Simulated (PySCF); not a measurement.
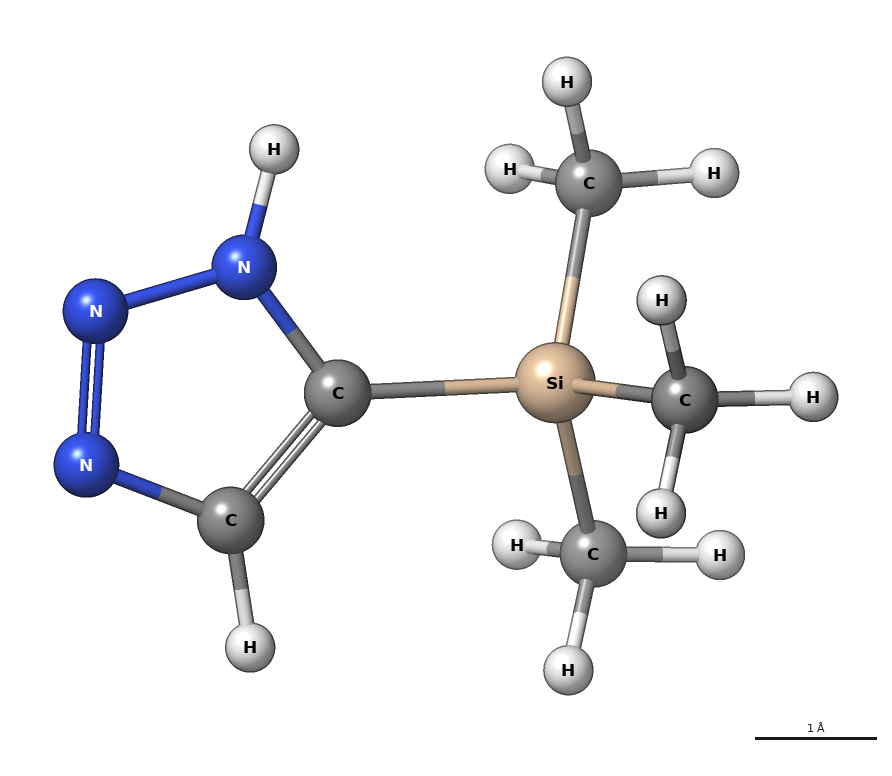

A ball-and-stick model of a molecule. Double and triple bonds are drawn as two and three sticks.

Count the atoms of each element.

C5H11N3Si, 20 atoms: 5 carbon, 11 hydrogen, 3 nitrogen and 1 silicon.

Count the bonded pairs by element.

10 C–H, 4 C–Si, 2 C–N, 2 N–N, 1 C–C, 1 N–H.

Does it have rings?

Independent rings (smallest set): 1 of 5 members, 1 of them aromatic.

Give the symmetry (Schoenflies symbol).

C1.

The parts below concern this one geometry. Atoms keep their numbers from picture to picture. Computed geometry: PBE0-D3(BJ)/def2-SVP optimisation. No frequency run is at hand to confirm it as a minimum.

Shape

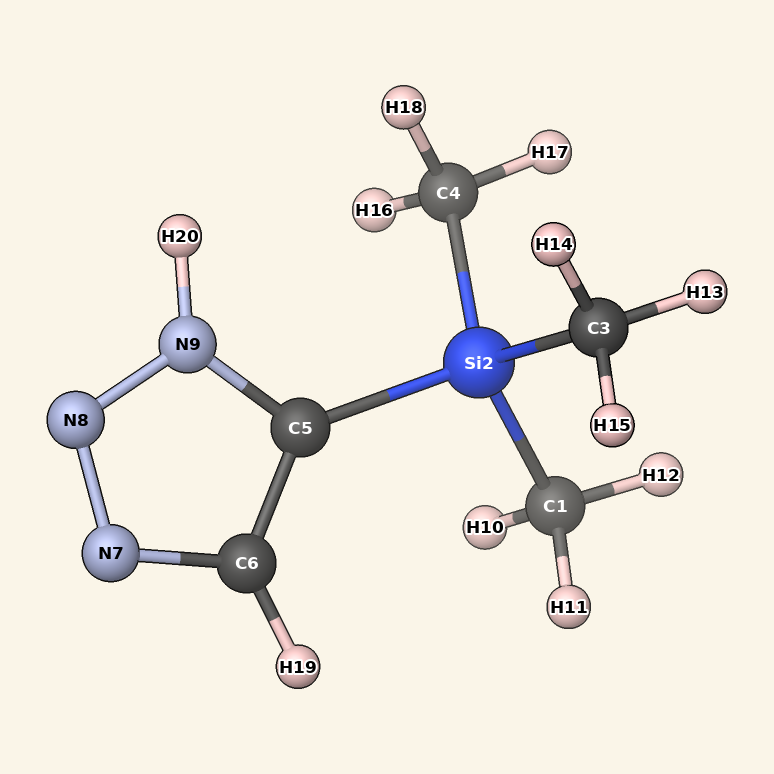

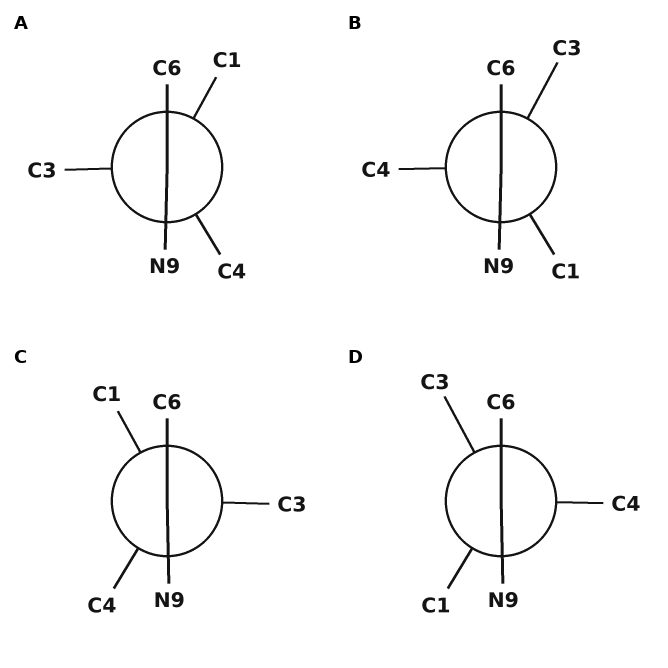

Distant atoms are faded towards the background colour. Bonds that would overlap in a projection are set slightly apart. No frequency run is at hand to confirm it as a minimum.

Which Newman projection shows the view along C5–Si2, with C5 in front?

A. The torsion angle N9–C5–Si2–C1 is −153°, antiperiplanar (anti).

Quadrupole coupling

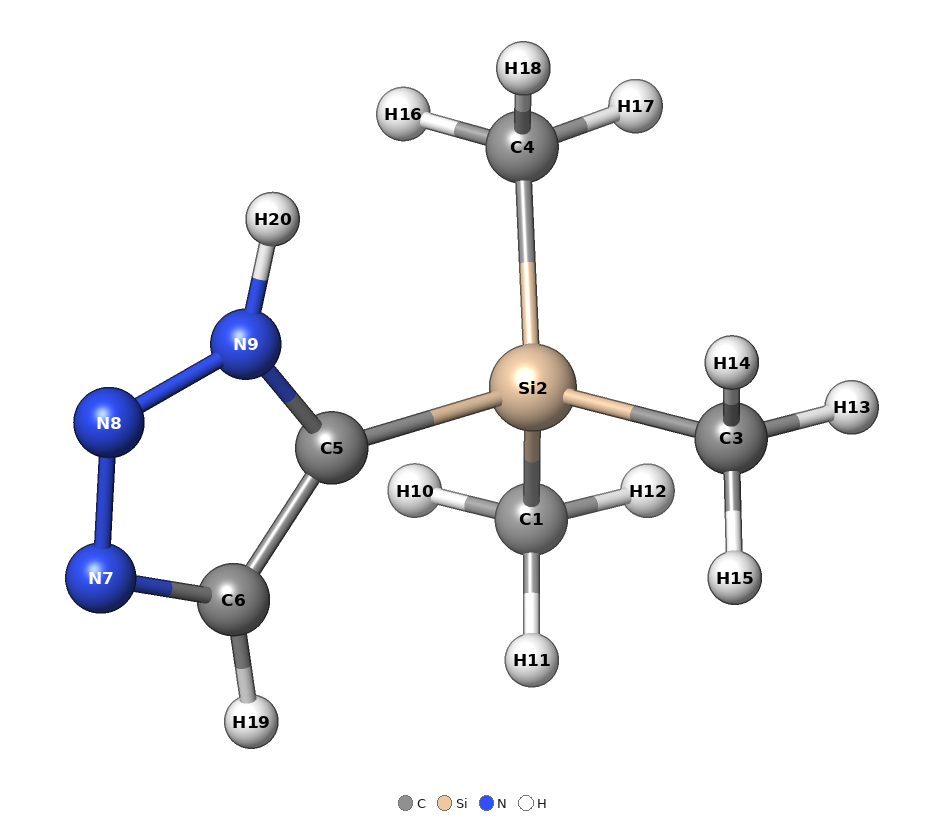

No frequency run is at hand to confirm it as a minimum. Electric field gradients from the ground-state density, PBE0/pcSseg-1 (PySCF 2.14.0), non-relativistic apart from any core potentials.

Give the largest field-gradient component, the quadrupole coupling constant and the asymmetry for 14N at N7 (Q = 20.44 mb), 14N at N8 (Q = 20.44 mb), 14N at N9 (Q = 20.44 mb).

```json
{"atom": "N7", "V_zz (a.u.)": "−1.107", "e²qQ/h (MHz)": "−5.31", "η": "0.05"}
{"atom": "N8", "V_zz (a.u.)": "−1.036", "e²qQ/h (MHz)": "−4.97", "η": "0.58"}
{"atom": "N9", "V_zz (a.u.)": "−0.593", "e²qQ/h (MHz)": "−2.85", "η": "0.45"}
```

Bond orders

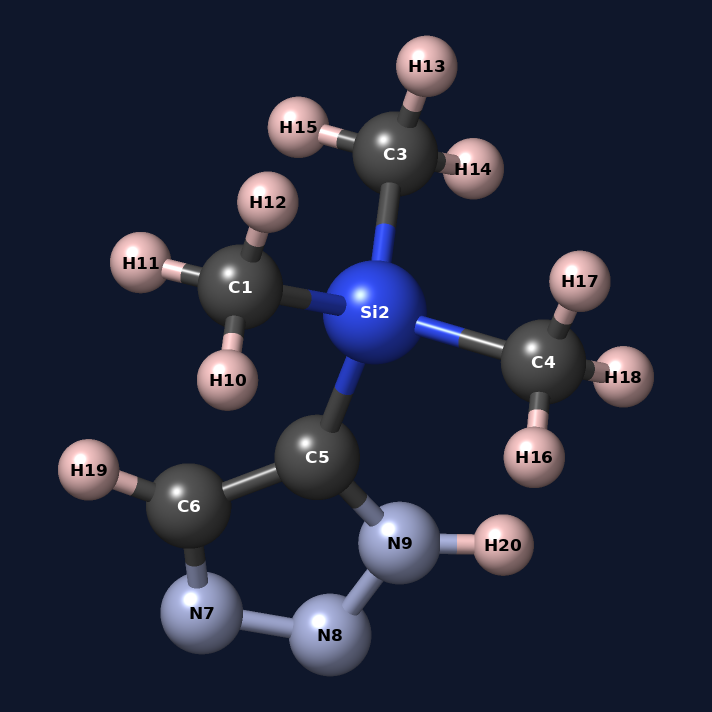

Every bond is drawn as one stick. No frequency run is at hand to confirm it as a minimum. Computed with PBE0/pcSseg-1 in chloroform (IEF-PCM) (PySCF 2.14.0).

List the Mayer bond orders of C1–Si2, Si2–C3, Si2–C4, Si2–C5, C5–C6, C5–N9, C6–N7, N7–N8, N8–N9 (bonds between heavy atoms, one of each equivalent set).

```
  bond  Mayer order  length (Å)
C1–Si2         0.99       1.875
Si2–C3         1.00       1.878
Si2–C4         0.98       1.881
Si2–C5         0.77       1.881
 C5–C6         1.45       1.387
 C5–N9         1.11       1.360
 C6–N7         1.38       1.356
 N7–N8         1.45       1.290
 N8–N9         1.21       1.329
```

Electronic properties

No frequency run is at hand to confirm it as a minimum. Level of theory: PBE0/pcSseg-1 in chloroform (IEF-PCM) (PySCF 2.14.0).

What does the calculation give?

- dipole moment: 6.27 D
- HOMO energy (Kohn–Sham orbital): −7.51 eV
- LUMO energy (Kohn–Sham orbital): −0.26 eV
- HOMO–LUMO gap: 7.25 eV
